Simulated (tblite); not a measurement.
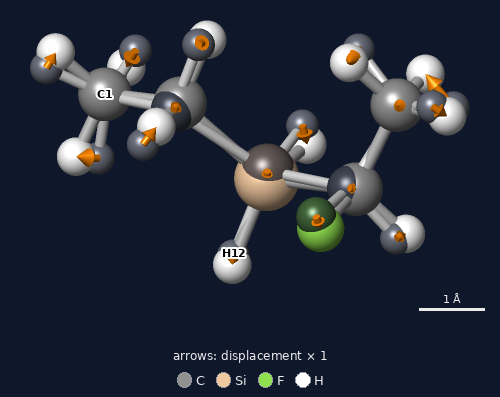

This is a relaxation of C$_{4}$H$_{11}$FSi. The starting structure is drawn faded, the final one solid; orange arrows show the displacements, at their true length. The two geometries are superimposed by the best rigid fit.

A ball-and-stick model, seen at a tilt.

All numbers below come from GFN2-xTB geometry optimisation, gas phase in tblite. 

> Atoms of which element are displaced furthest, and by how much?

Hydrogen: up to 0.80 Å, against 0.24 Å for fluorine.

> What did the optimiser do to the structure, and how much energy did it gain?

The energy falls by 0.423 eV in 117 geometry steps. An H atom moves most after the best rigid fit: 0.80 Å. By element the largest moves are H 0.80 Å, F 0.24 Å, C 0.19 Å, Si 0.15 Å. Among the contacts that change: C–Si 1.840 → 1.925 Å, C–H 1.130 → 1.092 Å, C–C 1.489 → 1.525 Å, C–Si 1.872 → 1.900 Å. Among the angles between lasting bonds that change: Si–C–C 109.3° → 115.0°, C–Si–H 105.8° → 111.0°, Si–C–F 113.0° → 107.8°. Groups turn about C–C by about 30°. The run took 2.1 s on 1 thread of Intel(R) Xeon(R) Processor @ 2.50GHz, with other jobs on the host.
